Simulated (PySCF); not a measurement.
# C₂H₉NOSi: NMR shifts at several levels of theory, part 2 of 2

PySCF 2.14.0. Atoms count from 0. Earlier steps stand in the parts before.

## Step 8: Shielding tensors: PBE0/aug-cc-pVDZ

What the job is given:

```
{"job": {"kind": "nmr", "xc": "PBE0", "basis": "aug-cc-pVDZ", "pop": true}, "charge": 0, "multiplicity": 1}
C      1.876595     0.125722    -0.686097
N      1.236081    -0.518537     0.434108
Si    -0.136666     0.054576     1.297655
O     -1.631935    -0.400537     0.709777
C     -2.107947    -0.025959    -0.549096
H      2.976830     0.113177    -0.595955
H      1.573651     1.183811    -0.727892
H      1.618720    -0.323482    -1.664089
H      1.518285    -1.482764     0.572652
H     -0.047257     1.548122     1.250712
H     -0.117933    -0.515126     2.668880
H     -1.510817    -0.467750    -1.368993
H     -2.109436     1.072735    -0.687638
H     -3.145002    -0.378840    -0.662248
```

Level: GIAO PBE0/aug-cc-pVDZ NMR shielding, non-relativistic, gas phase.

Log:

```text
coarse grid: 11528 points
cycle   1  E = -500.6881611301  dE =  3.624e-01  |g| = 6.725e-01  |ddm| = 7.945e+00
cycle   2  E = -500.5387798453  dE =  1.494e-01  |g| = 1.097e+00  |ddm| = 2.372e+00
cycle   3  E = -500.7776997078  dE = -2.389e-01  |g| = 8.810e-02  |ddm| = 1.421e+00
cycle   4  E = -500.7787132967  dE = -1.014e-03  |g| = 5.371e-02  |ddm| = 2.050e-01
cycle   5  E = -500.7793369240  dE = -6.236e-04  |g| = 8.831e-03  |ddm| = 8.575e-02
cycle   6  E = -500.7793534954  dE = -1.657e-05  |g| = 2.550e-03  |ddm| = 1.695e-02
cycle   7  E = -500.7793549826  dE = -1.487e-06  |g| = 3.506e-04  |ddm| = 4.562e-03
final grid: 104896 points
cycle   8  E = -500.7888489998  dE = -1.633e-05  |g| = 9.029e-03  |ddm| = 1.083e-01
cycle   9  E = -500.7888317934  dE =  1.721e-05  |g| = 1.290e-02  |ddm| = 3.415e-02
cycle  10  E = -500.7888668131  dE = -3.502e-05  |g| = 1.494e-03  |ddm| = 1.873e-02
cycle  11  E = -500.7888673109  dE = -4.978e-07  |g| = 1.503e-04  |ddm| = 2.438e-03
cycle  12  E = -500.7888673158  dE = -4.922e-09  |g| = 5.946e-05  |ddm| = 3.614e-04
cycle  13  E = -500.7888673164  dE = -6.269e-10  |g| = 2.867e-05  |ddm| = 1.509e-04
converged SCF energy = -500.7888673164

GIAO shielding tensors (ppm)
atom      isotropic    diamagn.    paramagn.     s11        s22        s33       span
  0 C      163.172     200.341     -37.168    141.911    150.691    196.915     55.004
  1 N      232.572     275.368     -42.797    203.753    231.234    262.728     58.975
  2 Si     431.635     884.276    -452.641    399.729    443.564    451.611     51.882
  3 O      292.737     365.440     -72.702    215.797    315.274    347.142    131.345
  4 C      145.380     197.325     -51.944    119.343    122.594    194.203     74.860
  5 H       28.450      27.821       0.628     23.436     26.455     35.458     12.021
  6 H       28.565      27.406       1.158     25.264     27.361     33.069      7.805
  7 H       28.368      24.744       3.624     23.429     26.697     34.979     11.550
  8 H       30.629      33.049      -2.420     23.150     29.253     39.483     16.333
  9 H       26.524      26.791      -0.267     22.935     25.614     31.022      8.086
 10 H       26.565      25.050       1.516     22.366     25.139     32.191      9.825
 11 H       27.682      25.507       2.175     23.640     26.385     33.021      9.381
 12 H       27.857      27.091       0.766     24.711     25.489     33.372      8.660
 13 H       27.710      31.188      -3.478     23.716     25.751     33.664      9.948
```

It took 23 s on 1 thread of Arm Neoverse V1, shared host; peak memory 0.94 GiB.

This run: δ C4 49.7, C0 31.9, N1 37.3, Si2 -14.9, H9 4.85, H11 3.64 ppm (means over like atoms).

## Step 9: NMR shieldings: PBE0/IGLO-III

The job, as its differences from that of step 8:

```diff
@@ -1,2 +1,2 @@
-{"job": {"kind": "nmr", "xc": "PBE0", "basis": "aug-cc-pVDZ", "pop": true}, "charge": 0, "multiplicity": 1}
+{"job": {"kind": "nmr", "xc": "PBE0", "basis": "IGLO-III", "pop": true}, "charge": 0, "multiplicity": 1}
 C      1.876595     0.125722    -0.686097
```

Method: GIAO PBE0/IGLO-III NMR shielding, non-relativistic, gas phase.

Log:

```text
coarse grid: 11528 points
cycle   1  E = -500.7766588774  dE =  3.010e-01  |g| = 7.283e-01  |ddm| = 2.384e+00
cycle   2  E = -500.6190553696  dE =  1.576e-01  |g| = 1.168e+00  |ddm| = 1.205e+00
cycle   3  E = -500.8713243506  dE = -2.523e-01  |g| = 1.022e-01  |ddm| = 8.631e-01
cycle   4  E = -500.8725036988  dE = -1.179e-03  |g| = 6.102e-02  |ddm| = 7.510e-02
cycle   5  E = -500.8732375828  dE = -7.339e-04  |g| = 1.171e-02  |ddm| = 3.648e-02
cycle   6  E = -500.8732629106  dE = -2.533e-05  |g| = 2.910e-03  |ddm| = 6.926e-03
cycle   7  E = -500.8732646362  dE = -1.726e-06  |g| = 5.679e-04  |ddm| = 1.478e-03
final grid: 104896 points
cycle   8  E = -500.8761446267  dE = -7.424e-05  |g| = 9.570e-03  |ddm| = 4.772e-02
cycle   9  E = -500.8761276404  dE =  1.699e-05  |g| = 1.334e-02  |ddm| = 1.042e-02
cycle  10  E = -500.8761618811  dE = -3.424e-05  |g| = 1.621e-03  |ddm| = 6.350e-03
cycle  11  E = -500.8761623785  dE = -4.974e-07  |g| = 3.408e-04  |ddm| = 9.698e-04
cycle  12  E = -500.8761624026  dE = -2.411e-08  |g| = 7.764e-05  |ddm| = 2.123e-04
cycle  13  E = -500.8761624036  dE = -9.799e-10  |g| = 3.517e-05  |ddm| = 5.381e-05
cycle  14  E = -500.8761624038  dE = -2.210e-10  |g| = 5.830e-06  |ddm| = 1.934e-05
converged SCF energy = -500.8761624038

GIAO shielding tensors (ppm)
atom      isotropic    diamagn.    paramagn.     s11        s22        s33       span
  0 C      149.990     249.167     -99.178    125.927    138.891    185.150     59.223
  1 N      217.822     308.291     -90.469    182.520    217.737    253.208     70.688
  2 Si     374.405     892.139    -517.733    342.834    387.667    392.715     49.881
  3 O      279.020     379.231    -100.211    191.507    305.946    339.608    148.100
  4 C      130.912     250.414    -119.502    103.371    106.959    182.406     79.035
  5 H       28.558      27.702       0.856     23.613     26.572     35.488     11.875
  6 H       28.573      31.358      -2.784     25.321     27.454     32.945      7.623
  7 H       28.448      30.762      -2.315     23.553     26.779     35.010     11.457
  8 H       30.578      31.732      -1.154     23.174     29.386     39.174     16.000
  9 H       26.514      30.572      -4.058     23.146     25.628     30.769      7.623
 10 H       26.653      28.646      -1.993     22.684     25.301     31.975      9.291
 11 H       27.728      32.034      -4.306     23.742     26.485     32.956      9.214
 12 H       27.881      30.545      -2.665     24.782     25.580     33.280      8.499
 13 H       27.799      27.801      -0.002     23.905     25.846     33.647      9.742
```

Wall time 37 s (1 thread of Arm Neoverse V1, shared host); peak memory 1.1 GiB.

In short: δ C4 52.9, C0 33.8, N1 42.7, Si2 -29.1, H9 4.79, H11 3.57 ppm (means over like atoms).

## Step 10: Nuclear shieldings: PBE0/pcSseg-0

The job, as its differences from that of step 9:

```diff
@@ -1,2 +1,2 @@
-{"job": {"kind": "nmr", "xc": "PBE0", "basis": "IGLO-III", "pop": true}, "charge": 0, "multiplicity": 1}
+{"job": {"kind": "nmr", "xc": "PBE0", "basis": "pcSseg-0", "pop": true}, "charge": 0, "multiplicity": 1}
 C      1.876595     0.125722    -0.686097
```

Method: GIAO PBE0/pcSseg-0 NMR shielding, non-relativistic, gas phase.

Log:

```text
coarse grid: 11528 points
cycle   1  E = -499.8447520194  dE =  3.098e-01  |g| = 6.400e-01  |ddm| = 3.447e+00
cycle   2  E = -499.7378464941  dE =  1.069e-01  |g| = 9.889e-01  |ddm| = 1.827e+00
cycle   3  E = -499.9228796042  dE = -1.850e-01  |g| = 7.803e-02  |ddm| = 1.222e+00
cycle   4  E = -499.9237482884  dE = -8.687e-04  |g| = 4.596e-02  |ddm| = 1.257e-01
cycle   5  E = -499.9241881145  dE = -4.398e-04  |g| = 5.106e-03  |ddm| = 4.871e-02
cycle   6  E = -499.9241945946  dE = -6.480e-06  |g| = 1.387e-03  |ddm| = 8.017e-03
final grid: 104896 points
cycle   7  E = -499.9282897766  dE = -1.396e-05  |g| = 4.983e-03  |ddm| = 1.578e-02
cycle   8  E = -499.9282855093  dE =  4.267e-06  |g| = 6.884e-03  |ddm| = 1.038e-02
cycle   9  E = -499.9282950621  dE = -9.553e-06  |g| = 7.130e-04  |ddm| = 6.426e-03
cycle  10  E = -499.9282951740  dE = -1.119e-07  |g| = 6.818e-05  |ddm| = 8.295e-04
cycle  11  E = -499.9282951753  dE = -1.226e-09  |g| = 3.422e-05  |ddm| = 1.498e-04
cycle  12  E = -499.9282951755  dE = -2.429e-10  |g| = 1.088e-05  |ddm| = 4.211e-05
converged SCF energy = -499.9282951755

GIAO shielding tensors (ppm)
atom      isotropic    diamagn.    paramagn.     s11        s22        s33       span
  0 C      157.148     243.198     -86.050    134.084    145.231    192.130     58.046
  1 N      241.497     330.680     -89.183    215.892    233.506    275.092     59.200
  2 Si     386.658     876.830    -490.172    330.671    394.670    434.632    103.961
  3 O      310.727     405.233     -94.506    204.326    327.980    399.874    195.548
  4 C      137.682     245.850    -108.168    109.981    115.726    187.339     77.358
  5 H       29.926      28.320       1.606     24.621     27.643     37.513     12.892
  6 H       30.285      28.936       1.349     26.266     29.013     35.576      9.310
  7 H       30.063      28.533       1.531     25.102     28.199     36.889     11.787
  8 H       33.346      33.862      -0.516     24.408     30.735     44.894     20.487
  9 H       27.827      29.725      -1.898     23.143     26.940     33.399     10.255
 10 H       27.605      29.791      -2.186     22.510     26.008     34.295     11.785
 11 H       29.262      29.249       0.013     24.661     28.019     35.106     10.445
 12 H       29.368      28.935       0.433     25.957     26.924     35.224      9.268
 13 H       28.658      28.016       0.642     24.022     26.515     35.437     11.415
```

It took 5.8 s on 1 thread of Arm Neoverse V1, shared host; peak memory 0.45 GiB.

In short: δ C4 55.8, C0 36.4, N1 24.5, Si2 -38.1, H9 5.12, H11 3.74 ppm (means over like atoms).

## Step 11: NMR shieldings: PBE0/pcSseg-2

The job, as its differences from that of step 10:

```diff
@@ -1,2 +1,2 @@
-{"job": {"kind": "nmr", "xc": "PBE0", "basis": "pcSseg-0", "pop": true}, "charge": 0, "multiplicity": 1}
+{"job": {"kind": "nmr", "xc": "PBE0", "basis": "pcSseg-2", "pop": true}, "charge": 0, "multiplicity": 1}
 C      1.876595     0.125722    -0.686097
```

With the program's defaults for keys left out, this is: GIAO PBE0/pcSseg-2 NMR shielding, non-relativistic, gas phase.

Log:

```text
coarse grid: 11528 points
cycle   1  E = -500.7796595536  dE =  3.060e-01  |g| = 7.222e-01  |ddm| = 2.453e+00
cycle   2  E = -500.6234278469  dE =  1.562e-01  |g| = 1.155e+00  |ddm| = 1.276e+00
cycle   3  E = -500.8749829682  dE = -2.516e-01  |g| = 1.000e-01  |ddm| = 9.159e-01
cycle   4  E = -500.8762081495  dE = -1.225e-03  |g| = 5.681e-02  |ddm| = 7.946e-02
cycle   5  E = -500.8768591697  dE = -6.510e-04  |g| = 1.141e-02  |ddm| = 3.764e-02
cycle   6  E = -500.8768838618  dE = -2.469e-05  |g| = 2.783e-03  |ddm| = 7.811e-03
cycle   7  E = -500.8768854832  dE = -1.621e-06  |g| = 4.931e-04  |ddm| = 1.695e-03
final grid: 104896 points
cycle   8  E = -500.8798149645  dE = -7.438e-05  |g| = 9.154e-03  |ddm| = 2.773e-02
cycle   9  E = -500.8797985579  dE =  1.641e-05  |g| = 1.300e-02  |ddm| = 1.123e-02
cycle  10  E = -500.8798318710  dE = -3.331e-05  |g| = 1.467e-03  |ddm| = 7.026e-03
cycle  11  E = -500.8798323014  dE = -4.304e-07  |g| = 2.756e-04  |ddm| = 1.007e-03
cycle  12  E = -500.8798323161  dE = -1.478e-08  |g| = 7.468e-05  |ddm| = 2.168e-04
cycle  13  E = -500.8798323170  dE = -8.582e-10  |g| = 3.075e-05  |ddm| = 5.645e-05
converged SCF energy = -500.8798323170

GIAO shielding tensors (ppm)
atom      isotropic    diamagn.    paramagn.     s11        s22        s33       span
  0 C      149.724     238.309     -88.585    125.478    138.575    185.119     59.641
  1 N      218.824     321.525    -102.701    183.386    218.463    254.624     71.238
  2 Si     367.941     877.183    -509.243    334.255    381.658    387.910     53.654
  3 O      279.670     389.846    -110.176    191.675    306.408    340.927    149.252
  4 C      130.510     241.148    -110.638    102.924    106.444    182.162     79.238
  5 H       28.420      27.331       1.088     23.421     26.377     35.461     12.041
  6 H       28.483      30.200      -1.717     25.248     27.305     32.897      7.649
  7 H       28.355      29.513      -1.158     23.424     26.678     34.962     11.538
  8 H       30.289      32.574      -2.285     22.738     28.841     39.287     16.550
  9 H       26.529      30.383      -3.854     23.157     25.657     30.771      7.614
 10 H       26.640      29.259      -2.619     22.649     25.306     31.966      9.317
 11 H       27.679      30.882      -3.203     23.733     26.395     32.908      9.176
 12 H       27.807      29.901      -2.093     24.757     25.474     33.191      8.433
 13 H       27.616      27.909      -0.293     23.714     25.526     33.609      9.895
```

Wall time 51 s (1 thread of Arm Neoverse V1, shared host); peak memory 1.3 GiB.

Key values: δ C4 53.6, C0 34.4, N1 42.9, Si2 -26.7, H9 4.66, H11 3.54 ppm (means over like atoms).

## Step 12: Run by run: NMR shifts

Shifts (ppm) of some atoms, chosen among heavy atoms and hydrogens apart, means over like atoms, with basis size and wall time:

```tsv
run	C4	C0	H9	H8	N1	Si2	O3	functions	time
PBE0/6-31G*	50.0	32.4	4.85	0.36	30.4	-6.4	34.9	92	8.2 s
PBE0/6-311+G(2d,p)	51.0	32.5	4.85	0.68	42.4	-24.4	46.7	197	22 s
PBE0/def2-SVP	49.2	31.3	4.53	0.36	36.3	-34.3	47.9	119	10 s
PBE0/def2-TZVP	51.8	33.3	4.87	0.66	45.0	-27.3	52.4	215	25 s
PBE0/cc-pVDZ	50.1	32.8	4.47	0.36	40.1	-23.7	49.7	119	11 s
PBE0/cc-pVTZ	51.6	33.1	4.66	0.71	42.9	-16.7	50.0	280	37 s
PBE0/aug-cc-pVDZ	49.7	31.9	4.85	0.77	37.3	-14.9	43.2	200	23 s
PBE0/IGLO-III	52.9	33.8	4.79	0.80	42.7	-29.1	48.2	274	37 s
PBE0/pcSseg-0	55.8	36.4	5.12	-0.51	24.5	-38.1	27.1	67	5.8 s
PBE0/pcSseg-2	53.6	34.4	4.66	0.96	42.9	-26.7	48.5	313	51 s
```

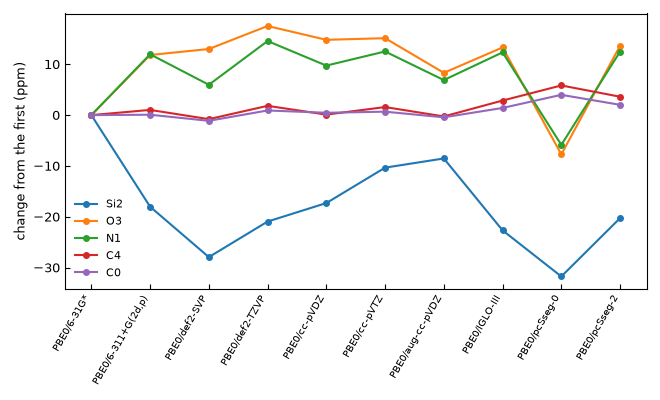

How five of the tabulated atoms move from run to run.

## Step 13: What came out

What follows sums up all 2 parts.

| quantity | value |
| --- | --- |
| 13C shifts against TMS (PBE0/6-31G*) | 50.0, 32.4 ppm |
| 1H shifts against TMS (PBE0/6-31G*, means over atoms taken as alike) | 4.85, 3.53, 2.66, 0.36 ppm |
| 15N shifts against NH3 (PBE0/6-31G*) | 30.4 ppm |
| 29Si shifts against TMS (PBE0/6-31G*) | -6.4 ppm |
| 17O shifts against H2O (PBE0/6-31G*) | 34.9 ppm |
| range of the shift of Si2 | -38.1 to -6.4 ppm |

**Reading.** Single values in the summary come from the first sound run of each kind (PBE0/6-31G*), which need not be the best level. At PBE0/6-31G*: The widest tensor belongs to O3: span 141 ppm, with a paramagnetic part of -100 ppm. In ppm, Si2 moves most: its shift spreads over 31.7 ppm, from -38.1 (PBE0/pcSseg-0) to -6.4 (PBE0/6-31G*).
